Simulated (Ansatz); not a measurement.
**CuI (zinc blende), energy against volume**

CuI (zinc blende)

Space group F-43m (No. 216); a = b = c = 6.0793 Å, α = β = γ = 90.00°

```csv
atom,site,symmetry,x,y,z
I,4c,-43m,0.2500,0.2500,0.2500
Cu,4a,-43m,0.0000,0.0000,0.0000
```
(The calculation used a cell of 2 atoms; values per cell refer to that cell.)

This relaxed cell (volume V₀) is scaled evenly in all directions, its shape held. Symmetry pins the atoms to their sites.

The numbers are results of PBE (plane waves to 420 eV, PAW, scalar-relativistic; Ansatz, a first-principles code), not measurements. k mesh 9×9×9 (Γ-centred), Fermi-Dirac smearing 0.05 eV. E stands for the smeared free energy. CuI is run without spin polarisation. CuI was relaxed with its symmetry unable to fall. Spin-orbit coupling is left out, though I is heavy. The zero of ΔE is the relaxed starting cell.

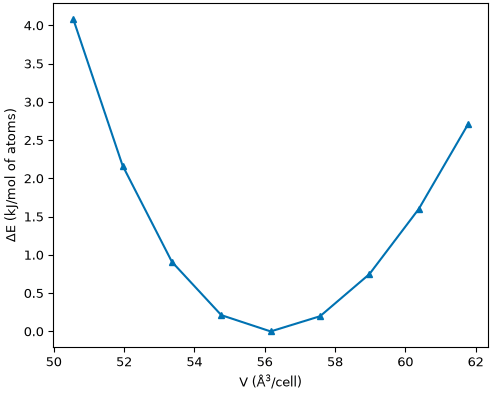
Figure. ΔE (kJ/mol of atoms) against V (Å³/cell); one marker a computed point.

The equilibrium volume of the fit is 28.08 Å³/atom and the pressure derivative B₀′ (fit) comes out as 5.2. The pressure at the smallest volume comes out as 5.40 GPa and the energy cost of the largest expansion is 28.1 meV/atom. The energy cost of the largest compression is 42.3 meV/atom.

(Under strain, the slope of the energy per volume gives the stress and its curvature an elastic modulus.)
